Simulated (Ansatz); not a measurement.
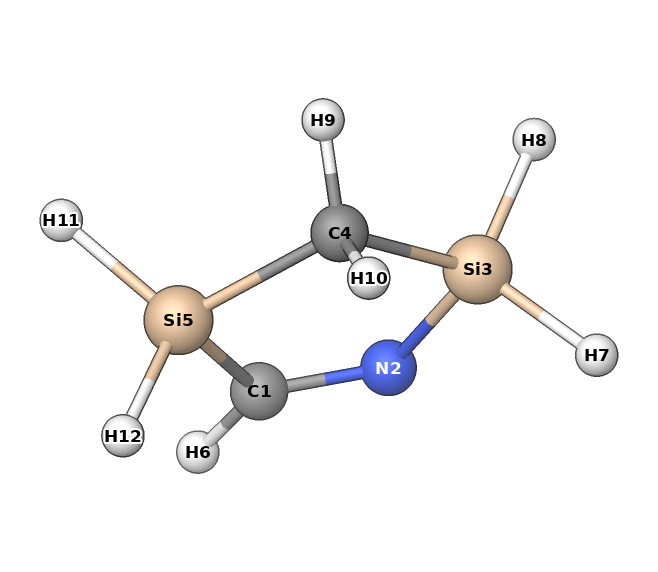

Numbered structure. The geometry was computed by an optimisation with PBE-D4/def2-SVP. No frequency run is at hand to confirm it as a minimum.

Give the bond lengths.

| bond | length (Å) | order |
| --- | --- | --- |
| C1–N2 | 1.287 | double |
| C1–Si5 | 1.938 | single |
| C1–H6 | 1.119 | single |
| N2–Si3 | 1.795 | single |
| Si3–C4 | 1.910 | single |
| Si3–H7 | 1.503 | single |
| Si3–H8 | 1.503 | single |
| C4–Si5 | 1.900 | single |
| C4–H9 | 1.109 | single |
| C4–H10 | 1.109 | single |
| Si5–H11 | 1.507 | single |
| Si5–H12 | 1.507 | single |
